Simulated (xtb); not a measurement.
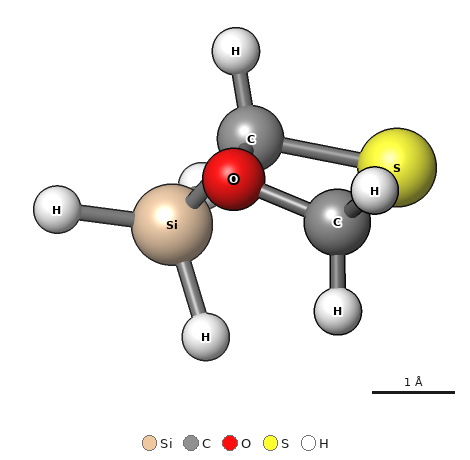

Figure 1. The structure as given in the input (ball-and-stick view, seen at a tilt). Bond lengths as drawn: C–H 1.09 to 1.10 Å, C–O 1.40 to 1.43 Å, C–S 1.83 to 1.84 Å, C–Si 1.91 Å and H–Si 1.46 Å.

# Property calculation, with input and output: C2H6OSSi

C2H6OSSi, computed with GFN2-xTB, GBSA solvent n-hexane (xtb 6.7.1).

The geometry was optimised with GFN2-xTB.

### The input (struc.sdf)
```

     RDKit          3D

 11 11  0  0  0  0  0  0  0  0999 V2000
   -1.6998    0.1688    0.1586 Si  0  0  0  0  0  4  0  0  0  0  0  0
    0.1148    0.1512    0.7609 C   0  0  1  0  0  0  0  0  0  0  0  0
    0.7944   -0.9944    0.2443 O   0  0  0  0  0  0  0  0  0  0  0  0
    1.6326   -0.3448   -0.6706 C   0  0  0  0  0  0  0  0  0  0  0  0
    1.1942    1.3439   -0.1340 S   0  0  0  0  0  0  0  0  0  0  0  0
   -2.2867    1.4306    0.6015 H   0  0  0  0  0  0  0  0  0  0  0  0
   -1.6536    0.0801   -1.2991 H   0  0  0  0  0  0  0  0  0  0  0  0
   -2.3329   -1.0083    0.7450 H   0  0  0  0  0  0  0  0  0  0  0  0
    0.2646    0.2321    1.8413 H   0  0  0  0  0  0  0  0  0  0  0  0
    1.3489   -0.5313   -1.7127 H   0  0  0  0  0  0  0  0  0  0  0  0
    2.6888   -0.5848   -0.5147 H   0  0  0  0  0  0  0  0  0  0  0  0
  2  1  1  0
  3  2  1  0
  4  3  1  0
  5  4  1  0
  5  2  1  0
  6  1  1  0
  7  1  1  0
  8  1  1  0
  2  9  1  1
 10  4  1  0
 11  4  1  0
M  END
$$$$
```

### File detailed.inp
```
$chrg 0
$spin 0
$gbsa
   gbsagrid=vtight
$scc
   guess=gasteiger
$end
```

Hardware: 1 thread of Intel Xeon (Granite Rapids), 128 GiB of memory available, shared host.

Run as:
```bash
xtb struc.sdf --gfn 2 --gbsa n-hexane --ceh --iterations 100 -I detailed.inp > struc.out
```

### Log
```
* xtb version 6.7.1
   ID    Z sym.   atoms
    1   14 Si     1
    2    6 C      2, 4
    3    8 O      3
    4   16 S      5
    5    1 H      6-11

           -------------------------------------------------
          |                Calculation Setup                |
           -------------------------------------------------

          program call               : xtb struc.sdf --gfn 2 --gbsa n-hexane --ceh --iterations 100 -I detailed.inp
          coordinate file            : struc.sdf
          omp threads                :                     1

########################################################################
[WARNING] Please study the warnings concerning your input carefully
-1- readin_getIntValue: could not parse 'vtight'
########################################################################

using GFN CN
 sum q : -0.1443290D-14
 point charge moment (au)
     X       Y       Z
  -0.0692   0.2289  -0.0875  total (Debye):    0.647
------------------------------------
 Calculation of CEH charges
 CEH charges written to ceh.charges
------------------------------------

           -------------------------------------------------
          |                 G F N 2 - x T B                 |
           -------------------------------------------------

      * Hamiltonian:
        H0-scaling (s, p, d)           1.850000    2.230000    2.230000
        zeta-weighting                 0.500000
      * Dispersion:
        s8                             2.700000
        a1                             0.520000
        a2                             5.000000
        s9                             5.000000
      * Repulsion:
        kExp                           1.500000    1.000000
        rExp                           1.000000
      * Coulomb:
        alpha                          2.000000
        third order                    shell-resolved
        anisotropic                    true
        a3                             3.000000
        a5                             4.000000
        cn-shift                       1.200000
        cn-exp                         4.000000
        max-rad                        5.000000

      * Solvation model:               GBSA
        Solvent                        n-hexane
        Parameter file                 internal GFN2-xTB/GBSA
        Dielectric constant                1.8800E+00
        Reference state                gsolv [1 M gas/solution]
        Free energy shift                  4.6913E-03 Eh       2.9438E+00 kcal/mol
        Temperature                        2.9815E+02 K
        Density                            6.6000E-01 kg/L
        Solvent mass                       8.6180E+01 g/mol
        Interaction kernel             Still
        Born radius scaling (c1)           1.3505E+00
        Born radii integrator          GBOBC
        Born offset                        0.0000E+00 a0       0.0000E+00 AA
        H-bond correction              false
        Ion screening                  false
        Surface tension                    1.0000E-05 Eh       1.5569E+01 dyn/cm
        Grid points                               230 per atom

          ...................................................
          :                      SETUP                      :
          :.................................................:
          :  # basis functions                  38          :
          :  # atomic orbitals                  36          :
          :  # shells                           18          :
          :  # electrons                        30          :
          :  max. iterations                   100          :
          :  Hamiltonian                  GFN2-xTB          :
          :  restarted?                      false          :
          :  GBSA solvation                   true          :
          :  PC potential                    false          :
          :  electronic temp.          300.0000000     K    :
          :  accuracy                    1.0000000          :
          :  -> integral cutoff          0.2500000E+02      :
          :  -> integral neglect         0.1000000E-07      :
          :  -> SCF convergence          0.1000000E-05 Eh   :
          :  -> wf. convergence          0.1000000E-03 e    :
          :  Broyden damping             0.4000000          :
          :  net charge                          0          :
          :  unpaired electrons                  0          :
          ...................................................

 iter      E             dE          RMSdq      gap      omega  full diag
   1    -16.3558220 -0.163558E+02  0.801E+00    3.45       0.0  T
   2    -16.4601710 -0.104349E+00  0.447E+00    3.09       1.0  T
   3    -16.4622374 -0.206640E-02  0.203E+00    2.99       1.0  T
   4    -16.4644515 -0.221410E-02  0.112E+00    2.87       1.0  T
   5    -16.4647008 -0.249259E-03  0.431E-01    2.90       1.0  T
   6    -16.4647624 -0.616411E-04  0.223E-01    2.92       1.0  T
   7    -16.4648403 -0.778790E-04  0.631E-02    2.92       1.0  T
   8    -16.4648431 -0.283439E-05  0.311E-02    2.92       1.0  T
   9    -16.4648437 -0.600522E-06  0.874E-03    2.92       3.5  T
  10    -16.4648438 -0.820871E-07  0.407E-03    2.92       7.4  T
  11    -16.4648439 -0.402319E-07  0.101E-03    2.92      29.8  T
  12    -16.4648439 -0.565173E-09  0.219E-04    2.92     137.5  T
  13    -16.4648439 -0.103430E-09  0.962E-05    2.92     313.6  T

   *** convergence criteria satisfied after 13 iterations ***

         #    Occupation            Energy/Eh            Energy/eV
      -------------------------------------------------------------
         1        2.0000           -0.7523563             -20.4727
       ...           ...                  ...                  ...
         9        2.0000           -0.4854497             -13.2098
        10        2.0000           -0.4602199             -12.5232
        11        2.0000           -0.4571667             -12.4401
        12        2.0000           -0.4453860             -12.1196
        13        2.0000           -0.4416898             -12.0190
        14        2.0000           -0.4155653             -11.3081
        15        2.0000           -0.3641742              -9.9097 (HOMO)
        16                         -0.2568149              -6.9883 (LUMO)
        17                         -0.2010375              -5.4705
        18                         -0.1988022              -5.4097
        19                         -0.1942067              -5.2846
        20                         -0.1609775              -4.3804
       ...                                ...                  ...
        36                          0.6732025              18.3188
      -------------------------------------------------------------
                  HL-Gap            0.1073593 Eh            2.9214 eV
             Fermi-level           -0.3104946 Eh           -8.4490 eV

 SCC (total)                   0 d,  0 h,  0 min,  0.008 sec
 SCC setup                      ...        0 min,  0.000 sec (  3.120%)
 Dispersion                     ...        0 min,  0.000 sec (  1.259%)
 classical contributions        ...        0 min,  0.000 sec (  0.166%)
 integral evaluation            ...        0 min,  0.001 sec ( 14.573%)
 iterations                     ...        0 min,  0.004 sec ( 48.415%)
 molecular gradient             ...        0 min,  0.003 sec ( 31.337%)
 printout                       ...        0 min,  0.000 sec (  0.978%)

         :::::::::::::::::::::::::::::::::::::::::::::::::::::
         ::                     SUMMARY                     ::
         :::::::::::::::::::::::::::::::::::::::::::::::::::::
         :: total energy             -16.349627481182 Eh    ::
         :: total w/o Gsasa/hb       -16.344607980880 Eh    ::
         :: gradient norm              0.002290848049 Eh/a0 ::
         :: HOMO-LUMO gap              2.921395768381 eV    ::
         ::.................................................::
         :: SCC energy               -16.464837891950 Eh    ::
         :: -> isotropic ES            0.036619197867 Eh    ::
         :: -> anisotropic ES         -0.000388387757 Eh    ::
         :: -> anisotropic XC          0.002586489802 Eh    ::
         :: -> dispersion             -0.007716186675 Eh    ::
         :: -> Gsolv                  -0.006065554702 Eh    ::
         ::    -> Gelec               -0.001046054400 Eh    ::
         ::    -> Gsasa               -0.009710788770 Eh    ::
         ::    -> Ghb                  0.000000000000 Eh    ::
         ::    -> Gshift               0.004691288468 Eh    ::
         :: repulsion energy           0.115210410767 Eh    ::
         :: add. restraining           0.000000000000 Eh    ::
         :: total charge              -0.000000000000 e     ::
         :::::::::::::::::::::::::::::::::::::::::::::::::::::

           -------------------------------------------------
          |                Property Printout                |
           -------------------------------------------------

    * Orbital Energies and Occupations

         #    Occupation            Energy/Eh            Energy/eV
      -------------------------------------------------------------
         1        2.0000           -0.7523563             -20.4727
       ...           ...                  ...                  ...
         3        2.0000           -0.7179588             -19.5367
         4        2.0000           -0.6460856             -17.5809
         5        2.0000           -0.6007414             -16.3470
         6        2.0000           -0.5724749             -15.5778
         7        2.0000           -0.5657579             -15.3951
         8        2.0000           -0.5442716             -14.8104
         9        2.0000           -0.4854497             -13.2098
        10        2.0000           -0.4602199             -12.5232
        11        2.0000           -0.4571667             -12.4401
        12        2.0000           -0.4453860             -12.1196
        13        2.0000           -0.4416898             -12.0190
        14        2.0000           -0.4155653             -11.3081
        15        2.0000           -0.3641742              -9.9097 (HOMO)
        16                         -0.2568149              -6.9883 (LUMO)
        17                         -0.2010375              -5.4705
        18                         -0.1988022              -5.4097
        19                         -0.1942067              -5.2846
        20                         -0.1609775              -4.3804
        21                         -0.0986792              -2.6852
        22                         -0.0911623              -2.4807
        23                         -0.0333007              -0.9062
        24                         -0.0092802              -0.2525
        25                         -0.0009986              -0.0272
        26                          0.0429424               1.1685
       ...                                ...                  ...
        36                          0.6732025              18.3188
      -------------------------------------------------------------
                  HL-Gap            0.1073593 Eh            2.9214 eV
             Fermi-level           -0.3104946 Eh           -8.4490 eV

     #   Z          covCN         q      C6AA      α(0)
     1  14 Si       3.693     0.451    98.425    19.003
     2   6 C        3.829     0.056    19.615     6.302
     3   8 O        1.845    -0.343    19.737     6.000
     4   6 C        3.885     0.153    18.083     6.046
     5  16 S        2.135    -0.231   150.948    20.678
     6   1 H        0.919    -0.064     4.449     3.299
     7   1 H        0.919    -0.058     4.306     3.245
     8   1 H        0.919    -0.063     4.420     3.288
     9   1 H        0.924     0.019     2.743     2.590
    10   1 H        0.924     0.037     2.492     2.469
    11   1 H        0.924     0.043     2.411     2.428

 Mol. C6AA /au·bohr⁶  :       2122.905645
 Mol. C8AA /au·bohr⁸  :      74507.621372
 Mol. α(0) /au        :         75.346881

Wiberg/Mayer (AO) data.
largest (>0.10) Wiberg bond orders for each atom

 ---------------------------------------------------------------------------
     #   Z sym  total        # sym  WBO       # sym  WBO       # sym  WBO
 ---------------------------------------------------------------------------
     1  14 Si   3.553 --     7 H    0.906     6 H    0.902     8 H    0.900
                             2 C    0.810
     2   6 C    3.855 --     5 S    0.990     9 H    0.983     3 O    0.974
                             1 Si   0.810
     3   8 O    2.058 --     4 C    1.001     2 C    0.974
     4   6 C    3.946 --     3 O    1.001     5 S    0.987    11 H    0.971
                            10 H    0.971
     5  16 S    2.043 --     2 C    0.990     4 C    0.987
     6   1 H    0.996 --     1 Si   0.902
     7   1 H    0.997 --     1 Si   0.906
     8   1 H    0.996 --     1 Si   0.900
     9   1 H    1.000 --     2 C    0.983
    10   1 H    0.999 --     4 C    0.971
    11   1 H    0.998 --     4 C    0.971
 ---------------------------------------------------------------------------

molecular dipole:
                 x           y           z       tot (Debye)
 q only:       -0.945      -0.020      -0.189
   full:       -0.467      -0.325      -0.107       1.470
molecular quadrupole (traceless):
                xx          xy          yy          xz          yz          zz
 q only:        3.918      -1.812      -4.664      -2.022       1.242       0.746
  q+dip:        2.516      -2.772      -6.663      -1.115       1.825       4.147
   full:        3.772      -2.690      -6.615      -1.869       1.848       2.843

           -------------------------------------------------
          | TOTAL ENERGY              -16.349627481182 Eh   |
          | GRADIENT NORM               0.002290848049 Eh/α |
          | HOMO-LUMO GAP               2.921395768381 eV   |
           -------------------------------------------------

------------------------------------------------------------------------
------------------------------------------------------------------------
 total:
 *  cpu-time:     0 d,  0 h,  0 min,  0.022 sec
 * ratio c/w:     0.979 speedup
 SCF:
 *  cpu-time:     0 d,  0 h,  0 min,  0.008 sec
 * ratio c/w:     0.989 speedup
```

### Standard error
```
normal termination of xtb
```

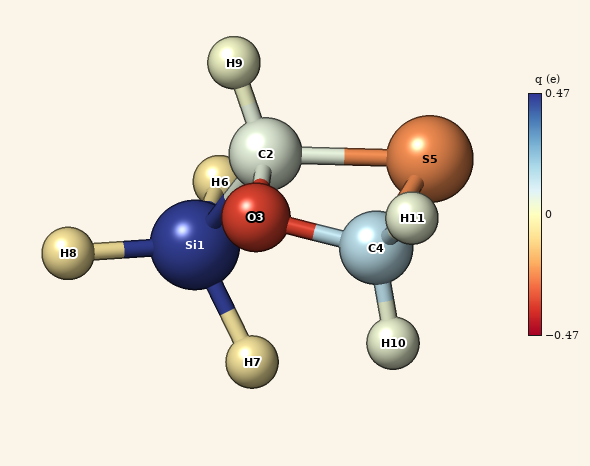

Figure 2. Mulliken charges, as the colour of each atom (ball-and-stick view, seen at a tilt; atoms are numbered from 1 in the order of the input). By element: Si +0.45, C +0.06 to +0.15, O −0.34, S −0.23 and H −0.06 to +0.04 e.

### Results in brief

```csv
quantity,value
outcome,converged
electrons treated,30
total energy,−16.349627 hartree
dispersion energy,−0.007716 hartree
solvation energy,−0.006066 hartree
basis functions,38
HOMO,−9.91 eV
LUMO,−6.99 eV
dipole moment,1.47 D
peak memory,0.071 GiB
```

### Remarks

Settings chosen away from the usual ones: method = gfn2-xtb; task = ceh; x = {"max_iter": 100, "surface_grid": "vtight", "guess": "gasteiger"}; geo = {"prev": 1}; partner = base; sm = GBSA; solvent = n-hexane. Notes on the run: -1- readin_getIntValue: could not parse 'vtight'.
